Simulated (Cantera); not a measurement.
A closed system holds: 1 mol Fe₃O₄, 1.9 mol HCl, equilibrated at 10.5 Torr.

Cantera equilibrium calculation (NASA polynomials, part measured and part estimated; ideal gas, pure solids and liquids). Candidate condensed phases: Fe, FeCl₂, FeCl₃, FeO, Fe(OH)₂, Fe(OH)₃, Fe₂O₃, Fe₃O₄, H₂O; 22 gas species. Mutual solubility and eutectic melting of coexisting phases are not modelled. Rates play no part.

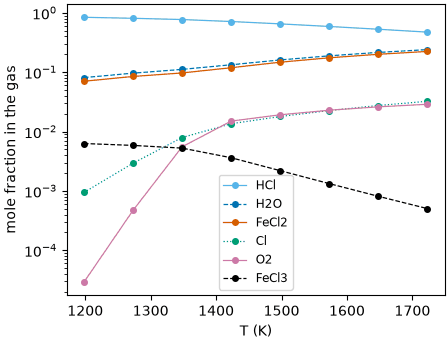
Figure. Equilibrium gas composition (values under 1e-9 drawn at 1e-9)

From 1198 K to 1348 K the condensed part is Fe₂O₃(s) + Fe₃O₄(s). From 1423 K to 1723 K the condensed part is Fe₃O₄(s). The main Fe-bearing gas is FeCl₂ throughout. The share of Fe in condensed phases is highest at 1198 K (95.2 %) and lowest at 1723 K (85.1 %).
